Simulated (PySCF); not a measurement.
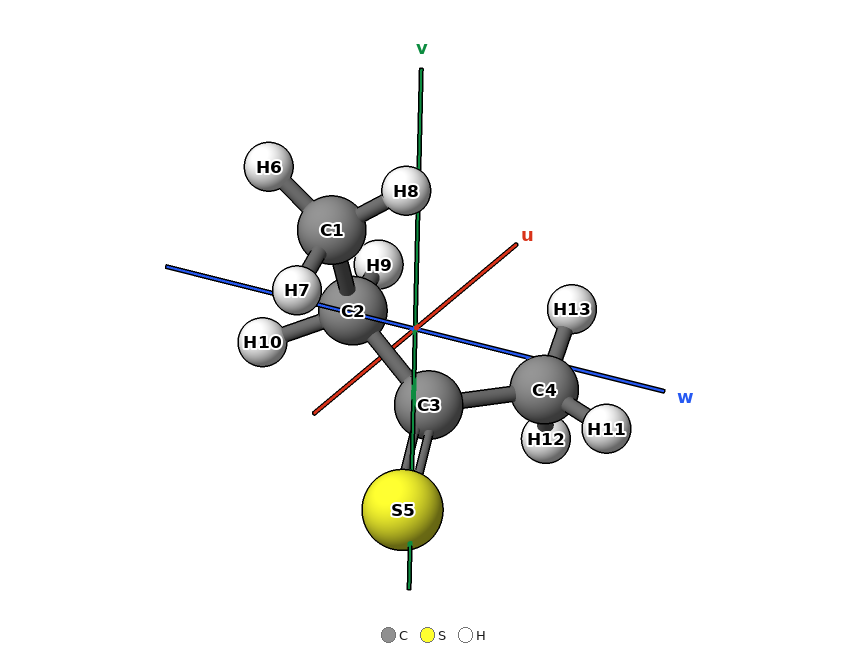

The lines u, v and w are the principal axes of the static dipole polarisability. Geometry: a frame of a GFN2-xTB molecular-dynamics simulation, not a minimum. Level of theory: PBE0/def2-SVPD (PySCF 2.14.0).

### Along which axis is the molecule most polarisable, and along which least?

Most along v, least along u.

### Give the three principal values.

u 57.1, v 85.7, w 73.9 bohr³; mean 72.2, anisotropy 24.9 bohr³.
